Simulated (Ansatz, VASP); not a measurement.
# SrBr2 in two plane-wave programs, part 2 of 2

Wanted: the spread between two codes on one cell, functional and k mesh.  The structure shown is the end of the VASP relaxation below.

VASP 6.6.1 and Ansatz 0.2.0.

So far: The structure; VASP: relaxation, r2SCAN; Ansatz: single point, r2SCAN; Comparison.

## (5) VASP: band structure, r2SCAN

Level of this step: r2SCAN; plane waves and PAW (Br, Sr_sv) (VASP).

The same path points are solved in both programs, so levels can be compared one by one.

The input, INCAR:

```
SYSTEM = SrBr2
PREC = Normal
ENCUT = 300
EDIFF = 1E-06
NELM = 120
ISMEAR = 0
SIGMA = 0.05
LREAL = .FALSE.
ALGO = Normal
METAGGA = R2SCAN
LASPH = .TRUE.
NBANDS = 40
LORBIT = 11
LWAVE = .FALSE.
LCHARG = .TRUE.
IDIPOL = 3
LDIPOL = .TRUE.
DIPOL = 0.5 0.5 0.5
LVHAR = .TRUE.
LVACPOTAV = .TRUE.
LELF = .TRUE.
NEDOS = 1500
```

The input, POSCAR:

```
SrBr2
1.0
    4.3000000000      0.0000000000      0.0000000000
    0.0000000000      9.2000000000      0.0000000000
    0.0000000000      0.0000000000     18.3574800000
Br Sr
4 2
Direct
    0.7500000000      0.6013646320      0.5834060880
    0.7500000000      0.1749968150      0.5814295537
    0.2500000000      0.6749968150      0.4185704463
    0.2500000000      0.1013646320      0.4165939120
    0.2500000000      0.3896385530      0.5260232363
    0.7500000000      0.8896385530      0.4739767637
```

The input, KPOINTS:

```
Automatic mesh
0
Gamma
6 3 1
0 0 0
```

The input, KPOINTS_OPT:

```
Line mode
14
Line-mode
Reciprocal
  0.00000000   0.00000000   0.00000000 GAMMA
  0.50000000   0.00000000   0.00000000 X

  0.50000000   0.00000000   0.00000000 X
  0.50000000   0.50000000   0.00000000 S

  0.50000000   0.50000000   0.00000000 S
  0.00000000   0.50000000   0.00000000 Y

  0.00000000   0.50000000   0.00000000 Y
  0.00000000   0.00000000   0.00000000 GAMMA

  0.00000000   0.00000000   0.00000000 GAMMA
  0.50000000   0.50000000   0.00000000 S
```

The projector-augmented-wave data sets are Br and Sr_sv (PBE family, release 64).

Run with:

```
$ mpirun -np 2 vasp_std
```

Numbers of over 12 decimals in the logs are rounded to 6 here.

The log of the run:

```text
[banner, memory and clock lines left out]
running    2 mpi-ranks, on    1 nodes
[...]
[... a notice as in an earlier step ...]

 LDA part: xc-table for (None), standard interpolation
 POSCAR, INCAR and KPOINTS ok, starting setup
[...]
entering main loop
       N       E                     dE             d eps       ncg     rms          rms(c)
DAV:   1     0.193174458909E+03    0.19317E+03   -0.14335E+04   800   0.571E+02
DAV:   2    -0.674078067822E+02   -0.26058E+03   -0.25150E+03   888   0.164E+02
DAV:   3    -0.107736280959E+03   -0.40328E+02   -0.40043E+02   976   0.564E+01
DAV:   4    -0.109269848993E+03   -0.15336E+01   -0.15123E+01  1024   0.119E+01
[...]
DAV:  21    -0.966166393464E+02   -0.11336E-04   -0.76434E-07   712   0.504E-03    0.280E-04
DAV:  22    -0.966166430176E+02   -0.36712E-05   -0.54034E-07   576   0.447E-03    0.231E-04
DAV:  23    -0.966166428389E+02    0.17871E-06   -0.26525E-07   544   0.317E-03
|                                                                             |
[...]
1 F= -.96616643E+02 E0= -.96616643E+02  d E =-.304238E-12
 Start KPOINTS_OPT (optional k-point list driver)
k-point batch [1-8\70]
       N       E                     dE             ncg
DAV:   1    -0.309521089063E+04   -0.47109E+04      752
DAV:   2    -0.537937356825E+04   -0.22842E+04      928
DAV:   3    -0.573579578124E+04   -0.35642E+03      960
DAV:   4    -0.574629880709E+04   -0.10503E+02      992
DAV:   5    -0.574664187025E+04   -0.34306E+00      984
DAV:   6    -0.574664450976E+04   -0.26395E-02      936
DAV:   7    -0.574664456378E+04   -0.54022E-04      968
DAV:   8    -0.574664456502E+04   -0.12411E-05      768
DAV:   9    -0.574664456511E+04   -0.83663E-07      664
[...]
k-point batch [65-70\70]
       N       E                     dE             ncg
DAV:   1    -0.125498151789E+04   -0.77381E+04      576
DAV:   2    -0.292153066263E+04   -0.16665E+04      688
DAV:   3    -0.317910914791E+04   -0.25758E+03      744
DAV:   4    -0.318651659803E+04   -0.74075E+01      728
DAV:   5    -0.318679233452E+04   -0.27574E+00      760
DAV:   6    -0.318679520851E+04   -0.28740E-02      680
DAV:   7    -0.318679527683E+04   -0.68323E-04      752
DAV:   8    -0.318679527806E+04   -0.12331E-05      584
DAV:   9    -0.318679527812E+04   -0.55594E-07      520
```

OUTCAR, selected parts (step 5):

```text
  Total        1.1651753     -6.4214265     -0.1107198      0.0000000      0.0000000      0.0000000
  in kB        2.5705881    -14.1668322     -0.2442681      0.0000000      0.0000000      0.0000000
  external PRESSURE =      -3.9468374 kB  Pullay stress =       0.0000000 kB

 POSITION                                       TOTAL-FORCE (eV/Angst)
 -----------------------------------------------------------------------------------
      3.22500      5.53255     10.70987        -0.000000      0.005958     -0.022320
      3.22500      1.60997     10.67358         0.000000      0.000541      0.009652
      1.07500      6.20997      7.68390         0.000000      0.000541     -0.009652
      1.07500      0.93255      7.64761        -0.000000      0.005958      0.022320
      1.07500      3.58467      9.65646        -0.000000     -0.006500      0.004692
      3.22500      8.18467      8.70102        -0.000000     -0.006500     -0.004692
 -----------------------------------------------------------------------------------
    total drift:                                0.000000     -0.008356     -0.000012

  FREE ENERGIE OF THE ION-ELECTRON SYSTEM (eV)
  ---------------------------------------------------
  free  energy   TOTEN  =       -96.6166428389 eV

  energy  without entropy=      -96.6166428389  energy(sigma->0) =      -96.61664284

[... 1 part as in an earlier step ...]

[... 2 further parts left out ...]
[key lines of the parts left out:]
E-fermi :  -5.0737
```

## (6) Ansatz: band structure, r2SCAN

The same cell, functional, mesh and smearing now go to Ansatz, which takes its cutoff from its data sets.

The input, input.yaml:

```yaml
crystal:
  lattice:
    - [4.3, 0.0, 0.0]
    - [0.0, 9.2, 0.0]
    - [0.0, 0.0, 18.35748]
  atoms:
    - { symbol: Br, position: [0.75, 0.601364632, 0.583406088] }
    - { symbol: Br, position: [0.75, 0.174996815, 0.5814295537] }
    - { symbol: Br, position: [0.25, 0.674996815, 0.4185704463] }
    - { symbol: Br, position: [0.25, 0.101364632, 0.416593912] }
    - { symbol: Sr, position: [0.25, 0.389638553, 0.5260232363] }
    - { symbol: Sr, position: [0.75, 0.889638553, 0.4739767637] }
hamiltonian:
  xc: r2scan
  pseudopotentials: { kind: paw }
kpoints:
  mp_grid: { grid: [6, 3, 1] }
  band_path:
    path:
      - [0.0, 0.0, 0.0]
      - [0.07692, 0.0, 0.0]
      - [0.15385, 0.0, 0.0]
      - [0.26923, 0.0, 0.0]
      - [0.34615, 0.0, 0.0]
      - [0.42308, 0.0, 0.0]
      - [0.5, 0.0, 0.0]
      - [0.5, 0.07692, 0.0]
      - [0.5, 0.19231, 0.0]
      - [0.5, 0.26923, 0.0]
      - [0.5, 0.34615, 0.0]
      - [0.5, 0.46154, 0.0]
      - [0.5, 0.5, 0.0]
      - [0.42308, 0.5, 0.0]
      - [0.30769, 0.5, 0.0]
      - [0.23077, 0.5, 0.0]
      - [0.11538, 0.5, 0.0]
      - [0.03846, 0.5, 0.0]
      - [0.0, 0.5, 0.0]
      - [0.0, 0.38462, 0.0]
      - [0.0, 0.30769, 0.0]
      - [0.0, 0.23077, 0.0]
      - [0.0, 0.11538, 0.0]
      - [0.0, 0.03846, 0.0]
      - [0.03846, 0.03846, 0.0]
      - [0.11538, 0.11538, 0.0]
      - [0.19231, 0.19231, 0.0]
      - [0.30769, 0.30769, 0.0]
      - [0.38462, 0.38462, 0.0]
      - [0.5, 0.5, 0.0]
    npoints: 1
scf:
  occupations: { method: gaussian, width: 0.05 }
  n_extra_bands: 9
efield:
  axis: 3
  dipole_correction: true
  ramp_width: 0.04
output:
  forces: true
  eigenvalues: true
  write_density: true
  write_potential: true
  elf: true
  volumetric_format: npy
```

Run with:

```
$ ansatz run input.yaml --threads 4 --pin off --max-ram 9216MiB --backend cpu --events-out ev --progress --plain --runs-dir out
```

The log of the run:

```text
[...]
Crystal: 6 atoms, lattice volume = 726.222 Å³
Basis set: ecut = 500 eV, 18409 PW (Γ), exchange–correlation on 128×288×540 points (64 copies of the dense FFT grid, shifted against one another)
Bands: 33, of which v1, the nominal top of the filled ones, is band 24 counted from 1 (23 counted from 0)
Symmetry: 2 space group operations
[...]
k-point 1: bands = [... 20 lower, -4.7682, -4.7543, -4.6788, -4.5359, 0.5220, 1.0507, 1.4404, 1.7204, ... 5 higher]
  k-point 2: bands = [... 20 lower, -4.9564, -4.9246, -4.6584, -4.4383, 0.4307, 1.0150, 1.5929, 1.6086, ... 5 higher]
  k-point 7: bands = [... 20 lower, -4.8773, -4.8773, -4.7382, -4.7382, 1.1206, 1.1206, 1.8143, 1.8143, ... 5 higher]
[key lines of the parts left out:]
SCF converged after 7 iterations
Free energy (F): -18295.059240 eV
Fermi energy:    -2.171098 eV
Dipole field:    D = -0.000008 V/Å  (p = -0.000032 e·Å, saw-weighted, corrected)
Work function:   Φ+ = 5.0086 eV   Φ− = 5.0085 eV
```

The job ended after 34 s (4 threads of Arm Neoverse V1, shared host; peak memory 2.2 GiB; 2.2 min of CPU time).

## (7) Comparison

The two programs side by side:

```tsv
quantity	Ansatz	VASP	difference
gap over the path points (eV)	4.534	4.533	+0.002
```

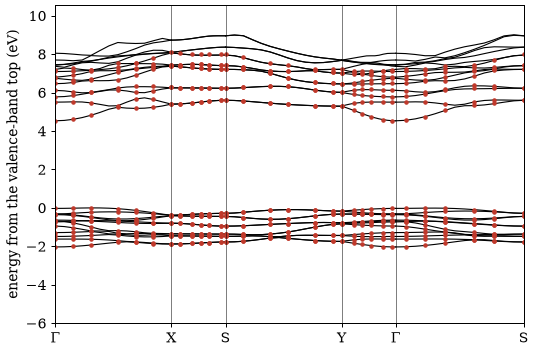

Bands from VASP (lines) and levels from Ansatz (dots). Dots without a line are higher empty bands that the VASP plot leaves out.

Levels at points of the path, from each program's valence-band top (eV; 4 filled, then empty):

```tsv
k (reciprocal lattice)	Ansatz	VASP
0.000 0.000 0.000	-0.35 -0.32 -0.32 -0.03 4.53 5.52 5.79	-0.35 -0.32 -0.32 -0.03 4.53 5.50 5.78
0.077 0.000 0.000	-0.39 -0.36 -0.28 -0.01 4.61 5.54 5.86	-0.39 -0.36 -0.28 -0.01 4.61 5.52 5.84
0.154 0.000 0.000	-0.50 -0.47 -0.23 0.00 4.82 5.48 6.01	-0.50 -0.47 -0.23 0.00 4.82 5.46 6.00
0.269 0.000 0.000	-0.66 -0.58 -0.21 -0.04 5.25 5.32 6.15	-0.66 -0.58 -0.21 -0.04 5.24 5.32 6.13
0.346 0.000 0.000	-0.64 -0.56 -0.24 -0.13 5.19 5.67 6.02	-0.65 -0.56 -0.24 -0.13 5.18 5.67 6.01
0.423 0.000 0.000	-0.54 -0.48 -0.30 -0.25 5.25 5.65 6.10	-0.54 -0.48 -0.30 -0.25 5.23 5.64 6.09
0.500 0.000 0.000	-0.40 -0.40 -0.38 -0.38 5.41 5.41 6.26	-0.41 -0.41 -0.38 -0.38 5.40 5.40 6.25
0.500 0.077 0.000	-0.41 -0.41 -0.37 -0.37 5.42 5.42 6.26	-0.41 -0.41 -0.37 -0.37 5.41 5.41 6.25
0.500 0.192 0.000	-0.43 -0.43 -0.34 -0.34 5.47 5.47 6.26	-0.43 -0.43 -0.34 -0.34 5.46 5.46 6.24
0.500 0.269 0.000	-0.44 -0.43 -0.31 -0.31 5.52 5.52 6.26	-0.44 -0.44 -0.31 -0.31 5.51 5.51 6.24
```

At this near-relaxed geometry the largest component of a force difference is 9 meV/Å. Among the levels compared (up to four filled and three empty ones at each point), filled levels agree within 2 meV and empty ones within 21 meV.

## (8) Summary of results

| Quantity | Value |
| --- | --- |
| difference in gap on the k mesh (single point, r2SCAN) | 0.0017 eV |
| difference in gap over the path points (band structure, r2SCAN) | 0.0017 eV |

**Reading.** The difference in gap over the path points is 0.0017 eV (band structure, r2SCAN), within the 0.08 eV picked in this series as the mark of a large difference. Differences of this kind measure data sets and numerical settings, not the functional's error against experiment.

[Lines on the potential files, build, host, timing and source positions are cut from VASP's logs without a mark.]

[Logs are printed without paths, hosts, clocks, repeated set-up lines and the standing remarks that a program may print on its own settings, such as how far it seeks lower states.]

[Hosts, paths, dates, database ids (printed as entryN), source tags and the programs' standing remarks are cut or masked in the printed files.]
